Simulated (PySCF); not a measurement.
SMILES [OH][Al]([O][Al]([CH3])[CH3])[OH] (C₂H₈Al₂O₃), GFN2-xTB optimised geometry. Atoms within 1.6 Å of the plane z = 1.5 Å (x, y, z in Å): Al1 (-0.85, -1.10, 0.00), C3 (0.21, -2.79, 0.16), O4 (0.04, 0.32, 0.00), Al5 (0.94, 1.75, 0.00), O6 (2.60, 1.75, 0.00), O7 (0.23, 3.24, 0.00), H10 (-3.24, -0.30, 0.67), H11 (-0.43, -3.67, 0.15), H13 (0.79, -2.81, 1.09), H14 (3.35, 1.18, 0.00), H15 (-0.61, 3.67, 0.00).

Calculation: CAM-B3LYP/def2-TZVP in PySCF 2.14.0.

Map of the electrostatic potential (hartree/e), clipped to [-0.08, 0.12] on the plane z = 1.5 Å:

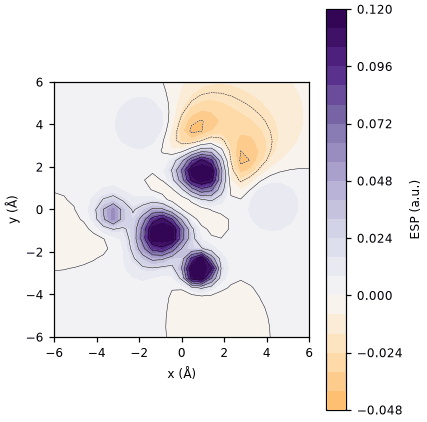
Fig. 1. Electrostatic potential (hartree/e), clipped to [-0.08, 0.12] on the plane z = 1.5 Å.
